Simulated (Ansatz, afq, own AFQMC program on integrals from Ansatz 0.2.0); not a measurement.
# GeH₄ (singlet): quantum Monte Carlo beside coupled cluster at scale of all distances = 1.322, cc-pVDZ

Aim: compute GeH₄ (singlet) with auxiliary-field quantum Monte Carlo on the same integrals as coupled cluster, and set the energies side by side.

Method: cc-pVDZ, frozen cores; program: Ansatz 0.2.0, Gaussian basis, and an in-house AFQMC program (afq) on its integrals; all values are calculated.

The runs, in order: PBE (unrestricted); r2SCAN (unrestricted); PBE0 (unrestricted); B3LYP (unrestricted); wB97M-V (unrestricted); B2PLYP (unrestricted); CCSD(T) on RHF; CCSDT(Q) on RHF; Phaseless AFQMC, CISD trial on RHF; Phaseless AFQMC, single-determinant trial on RHF; Free-projection AFQMC, first-order trial on RHF; UHF.

6 further runs of the same task are left out: 6 that didn't finish.

### 1 The system

The geometry derives from a PBE0/def2-TZVP stationary point (not a proven minimum). All distances are scaled together. No spin-orbit coupling is included. The filled d shell of Ge may be among the frozen orbitals whatever the setting's name suggests; the logs give the count.

5 atoms, charge 0, spin multiplicity 1.

Atoms are counted from 1 here; the program's logs count them from 0.

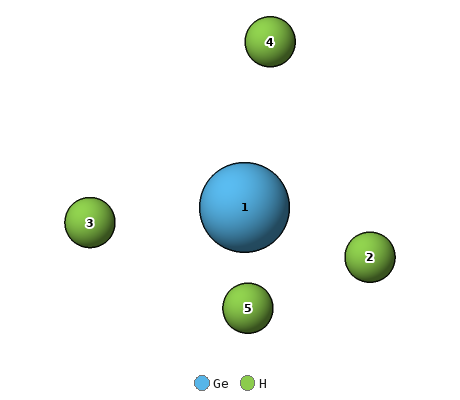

The structure; germanium blue, hydrogen green; atoms are numbered from 1 in the order of the file.

### 2 PBE (unrestricted)

File in.yaml:

```yaml
crystal:
  periodic: [false, false, false]
  atoms:
    - {symbol: Ge, position_ang: [0.000000, 0.000000, 0.000000]}
    - {symbol: H, position_ang: [1.169076, 1.172877, 1.171354]}
    - {symbol: H, position_ang: [-1.173785, -1.168676, 1.170844]}
    - {symbol: H, position_ang: [-1.168417, 1.169326, -1.175554]}
    - {symbol: H, position_ang: [1.173126, -1.173527, -1.166644]}
basis:
  gaussian: {orbitals: cc-pVDZ}
magnetization: {spin_polarized: true, initial_magnetization: 0}
hamiltonian: {xc: {name: PBE}}
output: {orbitals: {seedname: orbitals}}
```

The run is started by

```console
> ansatz run in.yaml --threads 1 --pin off --events-out ev --progress --plain --max-ram 1382MiB
```

Standard output:

```text
Functional definition: PBE
  name "PBE"
  cite "Perdew, Burke & Ernzerhof, Phys. Rev. Lett. 77, 3865 (1996) doi:10.1103/PhysRevLett.77.3865"
  parent pbe
  parameter kappa = 0.804
  parameter beta = 0.06672455060314922
  exchange = pbe_x(kappa = kappa, mu = beta*pi^2/3)
  correlation = pbe_c(beta = beta)
607 factors; their error is unknown
mean field evaluation 1: about -56568.8652 eV, gradient 7.8e0 eV
mean field evaluation 2: about -56568.4228 eV, gradient 1.0e1 eV
mean field evaluation 4: about -56569.2444 eV, gradient 9.5e-2 eV
mean field evaluation 8: about -56569.2357 eV, gradient 2.0e-3 eV
mean field -56569.23565445 eV, -2078.8810662958 hartree, gradient 2.1e-6 eV, S^2 0.000000; 0 other end points of the search recorded, 0 dependent functions left out
reference -56569.23568644 eV, -2078.8810674716 hartree; 18, 18 occupied and 29, 29 virtual orbitals, 607 factors
Total energy: -56569.23568644 eV, -2078.8810674716 hartree
```

Wall time 0.99 s (1 thread of Arm Neoverse V1, shared host).

From the report: ⟨S²⟩ of the determinant 0.000 (pure singlet: 0.00).

### 3 r2SCAN (unrestricted)

Changes to in.yaml since step 2:

```diff
@@ -11,3 +11,2 @@
 magnetization: {spin_polarized: true, initial_magnetization: 0}
-hamiltonian: {xc: {name: PBE}}
-output: {orbitals: {seedname: orbitals}}
+hamiltonian: {xc: {name: r2SCAN}}
```

Launched as before.

Standard output:

```text
Functional definition: r2SCAN
  name "r2SCAN"
  cite "Furness, Kaplan, Ning, Perdew & Sun, J. Phys. Chem. Lett. 11, 8208 (2020) doi:10.1021/acs.jpclett.0c02405"
  cite "Furness, Kaplan, Ning, Perdew & Sun, J. Phys. Chem. Lett. 11, 9248 (2020) doi:10.1021/acs.jpclett.0c03077"
  parent r2scan
  parameter k0 = 0.174
  parameter k1 = 0.065
  parameter a1 = 4.9479
  exchange = r2scan_x(k0 = k0, k1 = k1, a1 = a1)
  correlation = r2scan_c
607 factors; their error is unknown
mean field evaluation 1: about -56577.1303 eV, gradient 6.1e0 eV
mean field evaluation 2: about -56576.9723 eV, gradient 7.1e0 eV
mean field evaluation 4: about -56577.3351 eV, gradient 7.3e-2 eV
mean field evaluation 8: about -56577.3260 eV, gradient 3.5e-4 eV
mean field -56577.32601798 eV, -2079.1783816718 hartree, gradient 3.5e-5 eV, S^2 0.000000; 0 other end points of the search recorded, 0 dependent functions left out
reference -56577.32602825 eV, -2079.1783820492 hartree; 18, 18 occupied and 29, 29 virtual orbitals, 607 factors
Total energy: -56577.32602825 eV, -2079.1783820492 hartree
```

It took 2.3 s on 1 thread of Arm Neoverse V1, shared host.

From the report: ⟨S²⟩ of the determinant 0.000 (pure singlet: 0.00).

### 4 PBE0 (unrestricted)

Changes to in.yaml since step 3:

```diff
@@ -11,2 +11,3 @@
 magnetization: {spin_polarized: true, initial_magnetization: 0}
-hamiltonian: {xc: {name: r2SCAN}}
+hamiltonian: {xc: {name: PBE0}}
+output: {orbitals: {seedname: orbitals}}
```

The command is unchanged.

Standard output:

```text
Functional definition: PBE0
  name "PBE0"
  cite "Adamo & Barone, J. Chem. Phys. 110, 6158 (1999) doi:10.1063/1.478522"
  cite "Perdew, Burke & Ernzerhof, Phys. Rev. Lett. 77, 3865 (1996) doi:10.1103/PhysRevLett.77.3865"
  parent pbe
  parameter a = 0.25
  parameter kappa = 0.804
  parameter beta = 0.06672455060314922
  exchange = (1 - a)*pbe_x(kappa = kappa, mu = beta*pi^2/3) + a*exact_x
  correlation = pbe_c(beta = beta)
497 factors; integrals over basis functions are off by at most 1.5e-3 eV
mean field evaluation 1: about -56570.2648 eV, gradient 5.1e0 eV
mean field evaluation 2: about -56570.2490 eV, gradient 4.9e0 eV
mean field evaluation 4: about -56570.4237 eV, gradient 5.1e-1 eV
mean field evaluation 8: about -56570.4394 eV, gradient 2.5e-3 eV
mean field -56570.43936660 eV, -2078.9253019016 hartree, gradient 2.4e-5 eV, S^2 0.000000; 0 other end points of the search recorded, 0 dependent functions left out
reference -56570.43939079 eV, -2078.9253027905 hartree; 18, 18 occupied and 29, 29 virtual orbitals, 497 factors
Total energy: -56570.43939079 eV, -2078.9253027905 hartree
```

It took 1.5 s on 1 thread of Arm Neoverse V1, shared host.

From the report: ⟨S²⟩ of the determinant 0.000 (pure singlet: 0.00).

### 5 B3LYP (unrestricted)

Changes to in.yaml since step 4:

```diff
@@ -11,3 +11,2 @@
 magnetization: {spin_polarized: true, initial_magnetization: 0}
-hamiltonian: {xc: {name: PBE0}}
-output: {orbitals: {seedname: orbitals}}
+hamiltonian: {xc: {name: B3LYP}}
```

Launched as before.

Standard output:

```text
Functional definition: B3LYP
  name "B3LYP"
  cite "Stephens, Devlin, Chabalowski & Frisch, J. Phys. Chem. 98, 11623 (1994) doi:10.1021/j100096a001"
  cite "Becke, Phys. Rev. A 38, 3098 (1988) doi:10.1103/PhysRevA.38.3098"
  cite "Lee, Yang & Parr, Phys. Rev. B 37, 785 (1988) doi:10.1103/PhysRevB.37.785"
  cite "Vosko, Wilk & Nusair, Can. J. Phys. 58, 1200 (1980) doi:10.1139/p80-159"
  parameter a0 = 0.2
  parameter ax = 0.72
  parameter ac = 0.81
  exchange = (1 - a0 - ax)*slater_x + ax*b88_x + a0*exact_x
  correlation = (1 - ac)*vwn_rpa_c + ac*lyp_c
497 factors; integrals over basis functions are off by at most 1.5e-3 eV
mean field evaluation 1: about -56579.1108 eV, gradient 6.2e0 eV
mean field evaluation 2: about -56579.0494 eV, gradient 6.4e0 eV
mean field evaluation 4: about -56579.3503 eV, gradient 7.8e-1 eV
mean field evaluation 8: about -56579.3671 eV, gradient 2.6e-3 eV
mean field -56579.36705089 eV, -2079.2533882478 hartree, gradient 1.5e-5 eV, S^2 0.000000; 0 other end points of the search recorded, 0 dependent functions left out
reference -56579.36728175 eV, -2079.2533967316 hartree; 18, 18 occupied and 29, 29 virtual orbitals, 497 factors
Total energy: -56579.36728175 eV, -2079.2533967316 hartree
```

It took 1.5 s on 1 thread of Arm Neoverse V1, shared host.

From the report: ⟨S²⟩ of the determinant 0.000 (pure singlet: 0.00).

### 6 wB97M-V (unrestricted)

Changes to in.yaml since step 5:

```diff
@@ -11,2 +11,3 @@
 magnetization: {spin_polarized: true, initial_magnetization: 0}
-hamiltonian: {xc: {name: B3LYP}}
+hamiltonian: {xc: {name: wB97M-V}}
+output: {orbitals: {seedname: orbitals}}
```

Launched as before.

Standard output:

```text
Functional definition: wB97M-V
  name "wB97M-V"
  cite "Mardirossian & Head-Gordon, J. Chem. Phys. 144, 214110 (2016) doi:10.1063/1.4952647"
  cite "Becke, J. Chem. Phys. 107, 8554 (1997) doi:10.1063/1.475007"
  cite "Vydrov & Van Voorhis, J. Chem. Phys. 133, 244103 (2010) doi:10.1063/1.3521275"
  # Of w^i u^j: cxij and so on, Table III.
  parameter omega = 0.3/bohr
  parameter cx = 0.15
  parameter cx01 = 1.007
  parameter cx10 = 0.259
  parameter css00 = 0.443
  parameter css04 = -1.437
  parameter css10 = -4.535
  parameter css20 = -3.390
  parameter css43 = 4.278
  parameter cos00 = 1.000
  parameter cos10 = 1.358
  parameter cos20 = 2.924
  parameter cos21 = -8.812
  parameter cos60 = -1.390
  parameter cos61 = 9.142
  parameter b = 6.0
  parameter c = 0.01
  gx(w, u) = 1 - cx + cx01*u + cx10*w
  gss(w, u) = css00 + css04*u^4 + css10*w + css20*w^2 + css43*w^4*u^3
  gos(w, u) = cos00 + cos10*w + (cos20 + cos21*u)*w^2 + (cos60 + cos61*u)*w^6
  exchange = spin_sum(e_x_unif_sr(omega)*gx(b97_w, b97_u_x)) + cx*exact_x_sr(omega) + exact_x_lr(omega)
  correlation = spin_sum(e_c_pw_mod_same_spin*gss(b97_w, b97_u_same))
      + integral(e_c_pw_mod_opposite_spin*gos(b97_w_opposite, b97_u_opposite)) + vv10(b, c)
497 factors; integrals over basis functions are off by at most 1.5e-3 eV
162 factors; integrals over basis functions are off by at most 1.1e-5 eV
mean field evaluation 1: about -56573.5210 eV, gradient 5.4e0 eV
mean field evaluation 2: about -56573.6948 eV, gradient 3.0e0 eV
mean field evaluation 4: about -56573.7536 eV, gradient 3.5e-1 eV
mean field evaluation 8: about -56573.7525 eV, gradient 1.1e-2 eV
mean field -56573.75250680 eV, -2079.0470575581 hartree, gradient 9.5e-6 eV, S^2 0.000000; 0 other end points of the search recorded, 0 dependent functions left out
reference -56573.75254348 eV, -2079.0470589063 hartree; 18, 18 occupied and 29, 29 virtual orbitals, 497 factors
Total energy: -56573.75254348 eV, -2079.0470589063 hartree
```

It took 6 s on 1 thread of Arm Neoverse V1, shared host.

From the report: ⟨S²⟩ of the determinant 0.000 (pure singlet: 0.00).

### 7 B2PLYP (unrestricted)

Changes to in.yaml since step 6:

```diff
@@ -11,3 +11,3 @@
 magnetization: {spin_polarized: true, initial_magnetization: 0}
-hamiltonian: {xc: {name: wB97M-V}}
-output: {orbitals: {seedname: orbitals}}
+hamiltonian: {xc: {name: B2PLYP}}
+correlation: {electrons: outside_noble_gas}
```

Launched as before.

Standard output:

```text
Functional definition: B2PLYP
  name "B2PLYP"
  cite "Grimme, J. Chem. Phys. 124, 034108 (2006) doi:10.1063/1.2148954"
  cite "Becke, Phys. Rev. A 38, 3098 (1988) doi:10.1103/PhysRevA.38.3098"
  cite "Lee, Yang & Parr, Phys. Rev. B 37, 785 (1988) doi:10.1103/PhysRevB.37.785"
  parameter a = 0.53
  parameter c = 0.27
  exchange = (1 - a)*b88_x + a*exact_x
  correlation = (1 - c)*lyp_c + c*(mp2_os + mp2_ss)
497 factors; integrals over basis functions are off by at most 1.5e-3 eV
mean field evaluation 1: about -56564.5766 eV, gradient 4.7e0 eV
mean field evaluation 2: about -56564.5780 eV, gradient 4.7e0 eV
mean field evaluation 4: about -56564.7579 eV, gradient 3.9e-1 eV
mean field evaluation 8: about -56564.7598 eV, gradient 4.6e-4 eV
mean field evaluation 16: about -56564.5011 eV, gradient 1.6e0 eV
mean field -56564.75979071 eV, -2078.7165813372 hartree, gradient 3.1e-7 eV, S^2 0.000000; 2 other end points of the search recorded, 0 dependent functions left out
14 core orbitals not correlated: weight in the atoms' cores, before any rotation towards them, 1.000 or more for the frozen orbitals, at most 0.000 for the correlated occupied ones
reference -56564.75993899 eV, -2078.7165867866 hartree; 4, 4 occupied and 29, 29 virtual orbitals, 497 factors
second order -4.50990611 eV of doubles, -0.00000000 eV of singles
Total energy: -56565.97761364 eV, -2078.7613355046 hartree
```

It took 2 s on 1 thread of Arm Neoverse V1, shared host.

From the report: ⟨S²⟩ of the determinant 0.000 (pure singlet: 0.00).

### 8 CCSD(T) on RHF

Changes to in.yaml since step 7:

```diff
@@ -10,4 +10,3 @@
   gaussian: {orbitals: cc-pVDZ}
-magnetization: {spin_polarized: true, initial_magnetization: 0}
-hamiltonian: {xc: {name: B2PLYP}}
-correlation: {electrons: outside_noble_gas}
+magnetization: {spin_polarized: false}
+correlation: {method: ccsd_t, electrons: outside_noble_gas, hamiltonian_folder: ham}
```

The command is unchanged.

Standard output:

```text
Functional definition: HF
  name "HF"
  cite "Fock, Z. Phys. 61, 126 (1930) doi:10.1007/BF01340294"
  parent pbe
  exchange = exact_x
  correlation = 0
497 factors; integrals over basis functions are off by at most 1.5e-3 eV
mean field evaluation 1: about -56530.1559 eV, gradient 8.5e0 eV
mean field evaluation 2: about -56530.1589 eV, gradient 8.5e0 eV
mean field evaluation 4: about -56530.5773 eV, gradient 9.1e-1 eV
mean field evaluation 8: about -56530.5820 eV, gradient 6.9e-5 eV
mean field evaluation 16: about -56530.5820 eV, gradient 7.4e-7 eV
mean field -56530.58203661 eV, -2077.4605720407 hartree, gradient 7.4e-7 eV, S^2 0.000000; 0 other end points of the search recorded, 0 dependent functions left out
14 core orbitals not correlated: weight in the atoms' cores, before any rotation towards them, 1.000 or more for the frozen orbitals, at most 0.000 for the correlated occupied ones
reference -56530.58203661 eV, -2077.4605720407 hartree; 4, 4 occupied and 29, 29 virtual orbitals, 497 factors
second order -3.38394573 eV of doubles, -0.00000000 eV of singles
cycle   1  -4.09069411 eV  change   -7.1e-1 eV  update   8.9e-2
cycle   2  -4.51485321 eV  change   -4.2e-1 eV  update   4.1e-2
cycle   3  -4.52945741 eV  change   -1.5e-2 eV  update   6.5e-3
cycle   4  -4.53036276 eV  change   -9.1e-4 eV  update   1.8e-3
cycle   5  -4.52999886 eV  change    3.6e-4 eV  update   6.4e-4
cycle   6  -4.52969823 eV  change    3.0e-4 eV  update   2.4e-4
cycle   7  -4.52973945 eV  change   -4.1e-5 eV  update   7.7e-5
cycle   8  -4.52977728 eV  change   -3.8e-5 eV  update   3.1e-5
cycle   9  -4.52975701 eV  change    2.0e-5 eV  update   6.8e-6
cycle  10  -4.52976105 eV  change   -4.0e-6 eV  update   1.3e-6
perturbative correction -0.15143898 eV, -0.0055652798 hartree
Total energy: -56535.26323664 eV, -2077.6326029686 hartree
```

Wall time 0.63 s (1 thread of Arm Neoverse V1, shared host).

From the report: correlation -4.6812 eV; T1 0.017; largest double amplitude 0.09.

This run also writes the integrals to the folder ham.

### 9 CCSDT(Q) on RHF

Changes to in.yaml since step 8:

```diff
@@ -11,2 +11,2 @@
 magnetization: {spin_polarized: false}
-correlation: {method: ccsd_t, electrons: outside_noble_gas, hamiltonian_folder: ham}
+correlation: {method: ccsdt_q, electrons: outside_noble_gas}
```

The command is unchanged.

Standard output:

```text
Functional definition: HF
  name "HF"
  cite "Fock, Z. Phys. 61, 126 (1930) doi:10.1007/BF01340294"
  parent pbe
  exchange = exact_x
  correlation = 0
920 factors; integrals over basis functions are off by at most 1.7e-7 eV
mean field evaluation 1: about -56530.1497 eV, gradient 8.5e0 eV
mean field evaluation 2: about -56530.1583 eV, gradient 8.5e0 eV
mean field evaluation 4: about -56530.5774 eV, gradient 9.2e-1 eV
mean field evaluation 8: about -56530.5821 eV, gradient 1.2e-4 eV
mean field evaluation 16: about -56530.5821 eV, gradient 8.8e-7 eV
mean field -56530.58207365 eV, -2077.4605734017 hartree, gradient 8.8e-7 eV, S^2 0.000000; 0 other end points of the search recorded, 0 dependent functions left out
14 core orbitals not correlated: weight in the atoms' cores, before any rotation towards them, 1.000 or more for the frozen orbitals, at most 0.000 for the correlated occupied ones
reference -56530.58207365 eV, -2077.4605734017 hartree; 4, 4 occupied and 29, 29 virtual orbitals, 920 factors
second order -3.38405472 eV of doubles, -0.00000000 eV of singles
cycle   1  -4.09072328 eV  change   -7.1e-1 eV  update   9.5e-2
cycle   2  -4.66486316 eV  change   -5.7e-1 eV  update   5.0e-2
cycle   3  -4.71919432 eV  change   -5.4e-2 eV  update   1.4e-2
cycle   4  -4.72663768 eV  change   -7.4e-3 eV  update   5.9e-3
cycle   5  -4.72920415 eV  change   -2.6e-3 eV  update   1.9e-3
cycle   6  -4.72911363 eV  change    9.1e-5 eV  update   7.8e-4
cycle   7  -4.72888096 eV  change    2.3e-4 eV  update   3.1e-4
cycle   8  -4.72924140 eV  change   -3.6e-4 eV  update   1.1e-4
cycle   9  -4.72909462 eV  change    1.5e-4 eV  update   4.0e-5
cycle  10  -4.72907617 eV  change    1.8e-5 eV  update   1.4e-5
cycle  11  -4.72908403 eV  change   -7.9e-6 eV  update   5.2e-6
cycle  12  -4.72908664 eV  change   -2.6e-6 eV  update   2.0e-6
cycle  13  -4.72908688 eV  change   -2.4e-7 eV  update   7.5e-7
perturbative correction -0.00847418 eV, -0.0003114203 hartree
Total energy: -56535.31963471 eV, -2077.6346755595 hartree
```

Run time: 2.3 s. Hardware: 1 thread of Arm Neoverse V1, shared host.

From the report: correlation -4.7376 eV; T1 0.017; largest double amplitude 0.10.

### 10 Phaseless AFQMC, CISD trial on RHF

It reads the integrals that the CCSD(T) run on this determinant wrote.

The run is started by

```console
> afq ham --method phaseless --trial cisd --walkers 60 --populations 1 --least-time 40 --time-step 0.005 --steps-per-block 50 --equilibration-blocks 40 --max-blocks 300 --target-error 0.00068 --factor-cut 1e-05 --seed 2285 --release-times 0.24,0.51,0.99,1.62,2.4 --release-step 0.03 --release-every 4 --taylor-order 6
```

Standard output:

```text
orbitals 33  electrons 4 4  factors 236 of 497
reference energy -2077.46057204 Eh
CCSD correlation -0.16646539 Eh in 11 cycles, weight of the determinant in the CISD state 0.8533
energy of the start -2077.627037 Eh
 block  time / (1/Eh)  mean weight  energy / Eh
     1     0.250  0.9997  -2077.624770
     2     0.500  1.0001  -2077.625599
     3     0.750  0.9991  -2077.626646
     4     1.000  1.0001  -2077.629434
     5     1.250  0.9993  -2077.629886
     6     1.500  0.9987  -2077.629269
     7     1.750  0.9984  -2077.626753
     8     2.000  1.0005  -2077.628382
     9     2.250  1.0010  -2077.632560
    10     2.500  1.0012  -2077.632105
    11     2.750  0.9992  -2077.633729
    16     4.000  1.0000  -2077.632552
    21     5.250  1.0002  -2077.632121
    26     6.500  0.9998  -2077.644294
    31     7.750  0.9997  -2077.630831
    36     9.000  0.9991  -2077.639550
    41    10.250  0.9994  -2077.645396
    46    11.500  0.9998  -2077.635258
    51    12.750  0.9998  -2077.632143
    56    14.000  1.0004  -2077.635198
    61    15.250  0.9995  -2077.630225
    66    16.500  1.0019  -2077.629825
    71    17.750  1.0007  -2077.629045
    76    19.000  1.0015  -2077.635222
    81    20.250  1.0002  -2077.632370
    86    21.500  0.9990  -2077.637864
    91    22.750  0.9998  -2077.636834
    96    24.000  1.0009  -2077.637213
   101    25.250  1.0003  -2077.636765
   106    26.500  1.0001  -2077.633428
   111    27.750  0.9993  -2077.638792
   116    29.000  1.0001  -2077.635579
   121    30.250  0.9996  -2077.639928
   126    31.500  0.9997  -2077.636533
   131    32.750  0.9997  -2077.634327
   136    34.000  0.9999  -2077.634868
   141    35.250  1.0011  -2077.635669
   146    36.500  1.0000  -2077.633586
   151    37.750  0.9978  -2077.641504
   156    39.000  1.0028  -2077.632769
   161    40.250  1.0006  -2077.631148
   166    41.500  1.0000  -2077.634698
   171    42.750  0.9984  -2077.632757
   176    44.000  0.9997  -2077.630723
   181    45.250  1.0016  -2077.639952
   186    46.500  1.0013  -2077.645901
   191    47.750  0.9995  -2077.635757
   196    49.000  1.0012  -2077.631941
blocks merged  error / Eh  count
     1  0.000344  160
     2  0.000450  80
     4  0.000557  40
     8  0.000610  20
    16  0.000645  10
released: time / (1/Eh)  energy / Eh  error  mean overlap
  0.24  -2077.635088  0.000675  1.0082
  0.51  -2077.635211  0.000472  1.0017
  0.99  -2077.634748  0.000387  0.9943
  1.62  -2077.635201  0.000572  0.9807
  2.40  -2077.634372  0.000709  1.0065
energy -2077.635483 +/- 0.000610 Eh
```

It took 72 s on 1 thread of Arm Neoverse V1, shared host.

Energy -56535.3416 ± 0.0166 eV. Caveats: constraint bias not in the error.

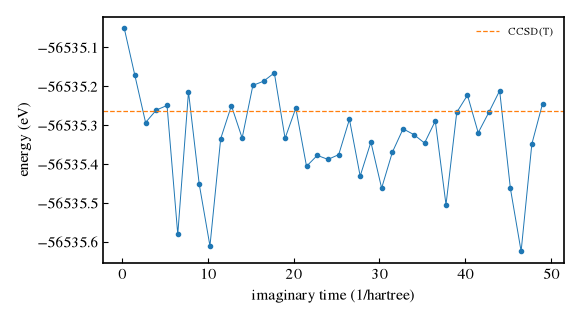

Block energies along the walk.

(Part 1 of 2 ends here.)
